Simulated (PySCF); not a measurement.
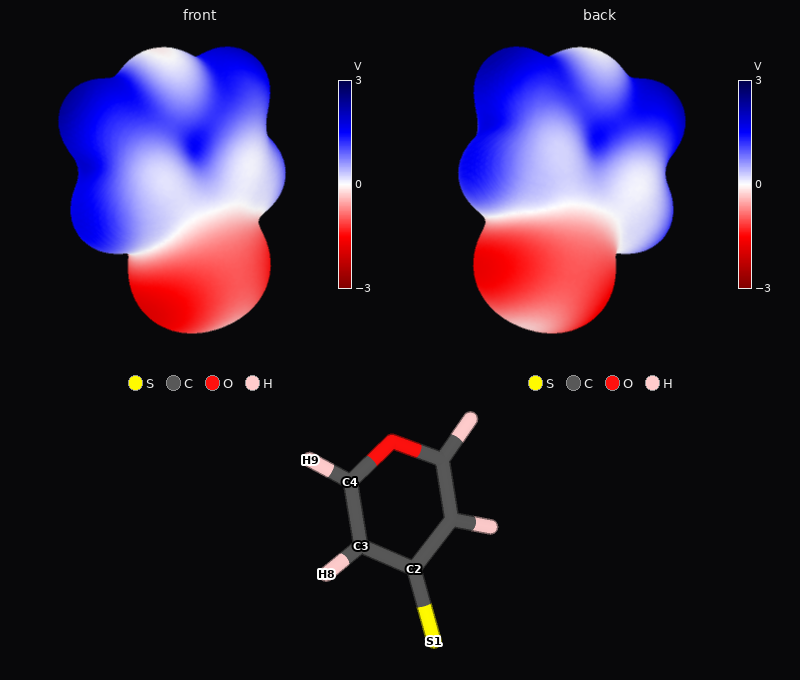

C₅H₄OS (SMILES S=c1ccocc1). The electrostatic potential painted on the density surface at 0.004 e/bohr³, seen from the front and from behind; red is negative and blue positive. The bare structure is drawn below in the same view.

Geometry: GFN2-xTB, MD frame at 250 fs, 300 K.

Method: PySCF 2.14.0, PBE0/pcSseg-1, SCF density, gas phase, non-relativistic.

```json
{"atom": "S", "x (Å)": "-1.9834", "y (Å)": "1.7341", "z (Å)": "-0.0677"}
{"atom": "C", "x (Å)": "-0.9910", "y (Å)": "0.4209", "z (Å)": "0.0474"}
{"atom": "C", "x (Å)": "-1.3130", "y (Å)": "-0.9807", "z (Å)": "-0.1111"}
{"atom": "C", "x (Å)": "-0.3246", "y (Å)": "-1.9639", "z (Å)": "0.0731"}
{"atom": "O", "x (Å)": "0.9322", "y (Å)": "-1.6459", "z (Å)": "0.2025"}
{"atom": "C", "x (Å)": "1.2858", "y (Å)": "-0.4001", "z (Å)": "0.2728"}
{"atom": "C", "x (Å)": "0.3834", "y (Å)": "0.6044", "z (Å)": "0.3092"}
{"atom": "H", "x (Å)": "-2.2889", "y (Å)": "-1.3991", "z (Å)": "-0.4160"}
{"atom": "H", "x (Å)": "-0.4693", "y (Å)": "-2.9919", "z (Å)": "0.2025"}
{"atom": "H", "x (Å)": "2.3809", "y (Å)": "-0.3069", "z (Å)": "0.4927"}
{"atom": "H", "x (Å)": "0.7954", "y (Å)": "1.5644", "z (Å)": "0.5679"}
```

Question: Where is the surface potential most negative and most positive?

Answer: The most negative region (about −1.8 V) lies over S1, the most positive (about +2.3 V) over H9.
